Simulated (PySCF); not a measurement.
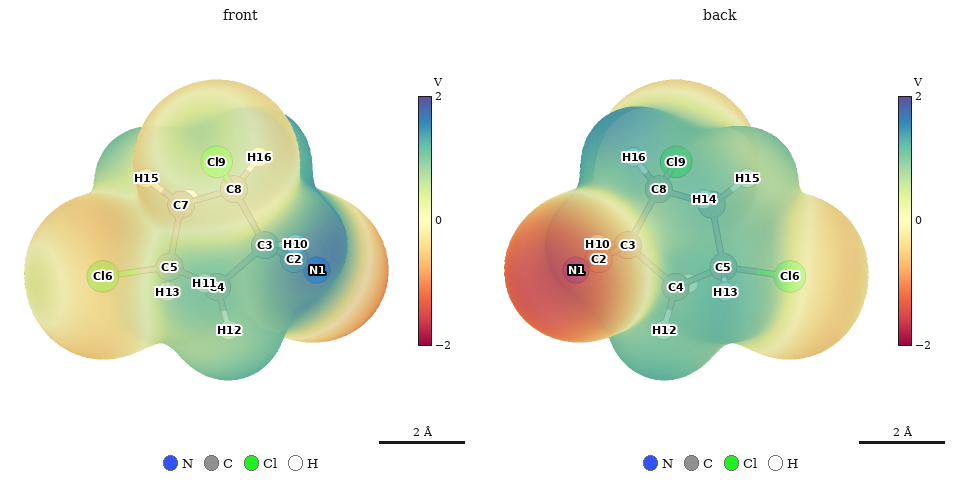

*C$_{6}$H$_{7}$Cl$_{2}$N. The electrostatic potential painted on the density surface at 0.002 e/bohr³, seen from the front and from behind; the colour scale runs from red (negative) to blue (positive).*

Geometry: GFN2-xTB.

Method: PySCF, CAM-B3LYP/def2-SVPD, SCF density, gas phase.

```yaml
atoms:
  - { symbol: N, position_ang: [2.6992, 0.9931, -1.0339] }
  - { symbol: C, position_ang: [1.8310, 0.8720, -0.3011] }
  - { symbol: C, position_ang: [0.7277, 0.7076, 0.6167] }
  - { symbol: C, position_ang: [0.4738, -0.7792, 0.9041] }
  - { symbol: C, position_ang: [-0.3126, -1.2705, -0.3153] }
  - { symbol: Cl, position_ang: [-1.5413, -2.4746, 0.1707] }
  - { symbol: C, position_ang: [-0.9564, -0.0247, -0.9504] }
  - { symbol: C, position_ang: [-0.5747, 1.1556, -0.0592] }
  - { symbol: Cl, position_ang: [-1.8181, 1.4416, 1.1996] }
  - { symbol: H, position_ang: [0.9411, 1.2769, 1.5250] }
  - { symbol: H, position_ang: [-0.1419, -0.8631, 1.8000] }
  - { symbol: H, position_ang: [1.3943, -1.3405, 1.0554] }
  - { symbol: H, position_ang: [0.3339, -1.7826, -1.0294] }
  - { symbol: H, position_ang: [-0.5509, 0.1347, -1.9507] }
  - { symbol: H, position_ang: [-2.0367, -0.1295, -1.0339] }
  - { symbol: H, position_ang: [-0.4760, 2.0922, -0.6091] }
```

Describe the electrostatic potential map.

The most negative region (about −1.6 V) lies over N1, the most positive (about +1.5 V) over H10. Cl6 shows a σ-hole: about +0.4 V at the tip opposite its bond, against about −0.4 V on its flanks. Cl9 shows a σ-hole: about +0.6 V at the tip opposite its bond, against about −0.1 V on its flanks. N1 is the likeliest acceptor of a hydrogen bond.

How polar is the molecule by this calculation?

Its dipole moment is 0.89 D.
